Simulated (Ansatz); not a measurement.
Phonons of a relaxed structure of ZnS by density-functional perturbation theory (low response-accuracy setting, no LO–TO term) at Γ and zone-boundary points with q components 0 or ½ of the primitive reciprocal vectors. Method: PBE (plane waves to 420 eV, PAW, scalar-relativistic; Ansatz, a quantum-chemistry and plane-wave program). Γ-centred k-mesh 8×8×4, Fermi–Dirac smearing 0.05 eV.

```xyz
4
Lattice="3.8450 0.0000 0.0000 -1.9225 3.3299 0.0000 0.0000 0.0000 6.3054" Properties=species:S:1:pos:R:3 pbc="T T T"
Zn     1.9225     1.1100     6.3044
Zn     0.0000     2.2199     3.1517
S      1.9225     1.1100     3.9432
S      0.0000     2.2199     0.7904
```

Space group P6₃mc (No. 186), wurtzite type.

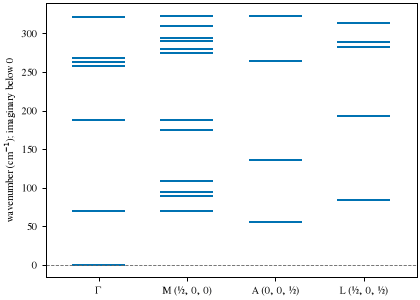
Figure. Phonon wavenumbers at the sampled wavevectors

Problem. Is the structure stable at these points, and where is the highest mode?

Solution. No instability shows at these points (nothing beyond 15i cm⁻¹, the threshold used here). Other wavevectors were not sampled, so this does not prove stability. The highest mode lies near 325 cm⁻¹.

| q | wavenumbers (cm⁻¹; i marks imaginary) |
|---|---|
| Γ | 0 (×3), 70 (×2), 188, 257, 263 (×2), 268 (×2), 321 |
| M (½, 0, 0) | 70, 90, 95, 109, 174, 188, 275, 279, 290, 295, 310, 323 |
| A (0, 0, ½) | 56 (×4), 136 (×2), 265 (×4), 323 (×2) |
| L (½, 0, ½) | 84 (×4), 194 (×2), 282 (×2), 288 (×2), 313 (×2) |

No spin polarisation in the result.
